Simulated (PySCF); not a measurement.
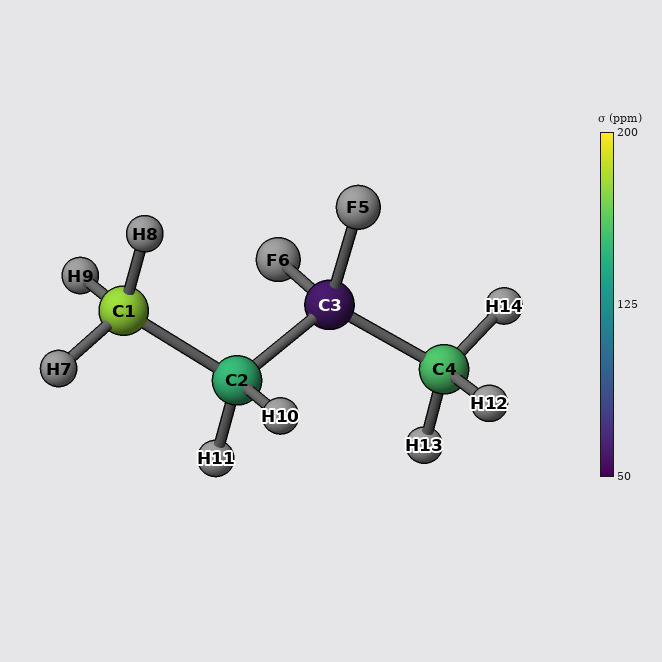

Atoms are coloured by their isotropic NMR shieldings (C only, the others grey). The computed structure is the end point of a PBE0-D3(BJ)/def2-SVP optimisation. No frequency run is at hand to confirm it as a minimum. Level of theory: GIAO PBE0/pcSseg-1 NMR shielding, non-relativistic, gas phase (PySCF 2.14.0).

Give the isotropic NMR shieldings of the C atoms atom by atom.

| atom | σ (ppm) |
| --- | --- |
| C1 | 177.4 |
| C2 | 150.5 |
| C3 | 60.6 |
| C4 | 158.0 |
